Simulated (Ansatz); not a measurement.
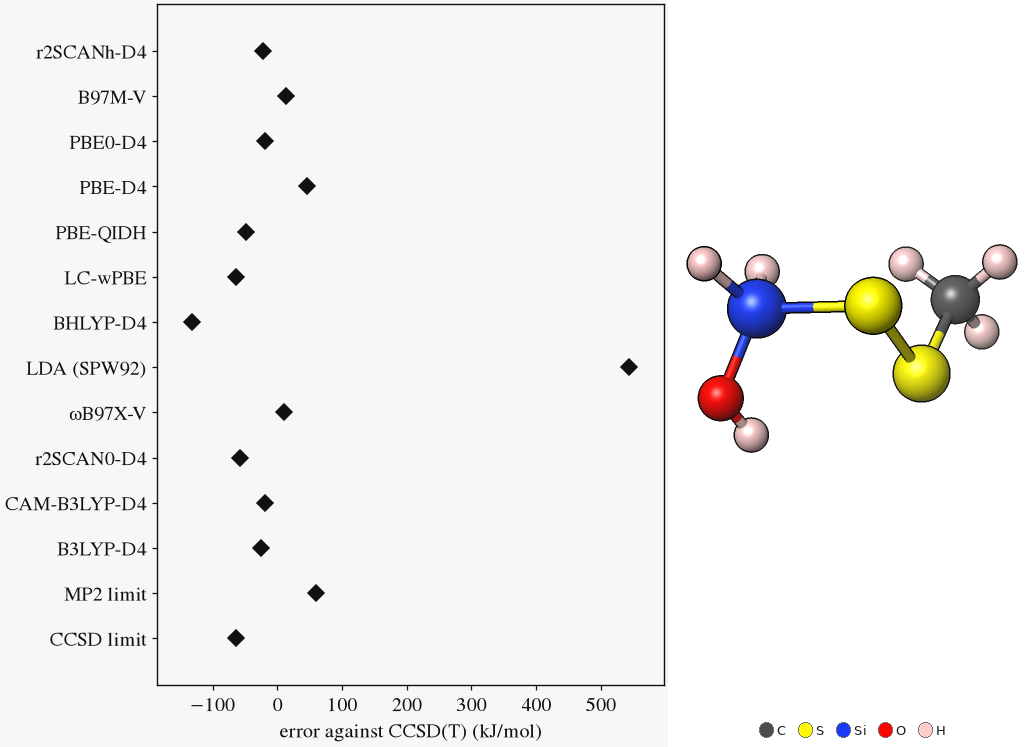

Error in the electronic atomisation energy (method less reference, so positive means overbinding) of CH₆OS₂Si, SMILES CSS[SiH2]O: functionals in def2-TZVPP against frozen-core CCSD(T) at the limit (MP2 extrapolated from triple and quadruple zeta, plus CCSD(T) less MP2 in a smaller set), which gives 3789.1 kJ/mol, at a PBE0-D4/def2-TZVP geometry (a minimum by its frequencies), no zero-point or spin-orbit term, the Ansatz code. The reference leaves out core correlation, a term that grows with the number of heavy atoms. PBE-QIDH holds a correlation term that converges slowly with the basis, so part of the distance to the limit is basis error. No dispersion term is added to PBE-QIDH and LC-wPBE. Limit means the basis limit.

### Which of these levels overbind, and which underbind?

Overbind: PBE-D4, LDA (SPW92) and MP2 limit. Underbind: PBE-QIDH, LC-wPBE, BHLYP-D4, r2SCAN0-D4, B3LYP-D4 and CCSD limit. Within 25 kJ/mol of zero, too close to call in view of what the reference leaves out: r2SCANh-D4, B97M-V, PBE0-D4, ωB97X-V and CAM-B3LYP-D4.

### What range do the values span?

From −131.5 kJ/mol (BHLYP-D4) to 544.1 kJ/mol (LDA (SPW92)).

Limits of at least one run: one conformer of a flexible molecule.
